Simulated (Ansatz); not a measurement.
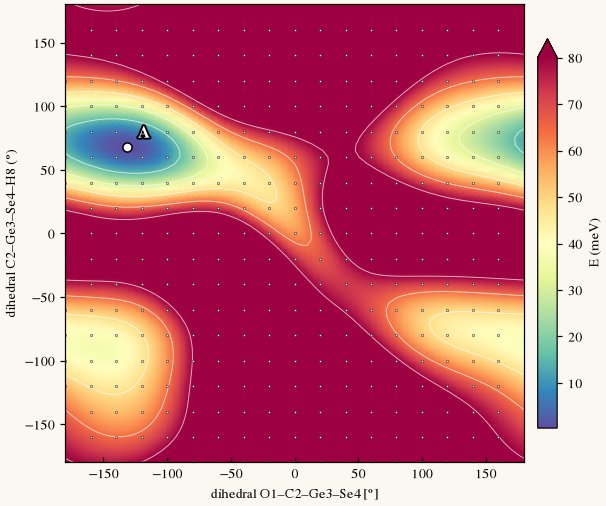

CH4GeOSe, SMILES O=[CH][GeH2][SeH]. First axis: dihedral O1–C2–Ge3–Se4. Second axis: dihedral C2–Ge3–Se4–H8. Nothing is relaxed (all other coordinates rigid). The scan uses an 18 × 18 grid. Points are written as (first, second). Energies: meV, counted from the relaxed molecule at the same level. Method: Ansatz, RHF/def2-SVP.

The picture shows a smooth colour map with a few white contour lines, dots at the grid points, one colour for all values above the top of the scale, the well A. Between grid points the surface is interpolated.

Q: Estimate the position of the minimum and the force constants in these coordinates. Take the well at A.

A: The interpolated minimum is at dihedral O1–C2–Ge3–Se4 ≈ −131°, dihedral C2–Ge3–Se4–H8 ≈ 68°. The curvatures there are about 0.056 eV/rad² and 0.24 eV/rad², with a cross term of about 0.024 eV/rad². Round the minimum the valley is somewhat tilted: raising dihedral O1–C2–Ge3–Se4 shifts the best value of dihedral C2–Ge3–Se4–H8 downwards (coupling k₁₂/√(k₁₁k₂₂) about 0.2).
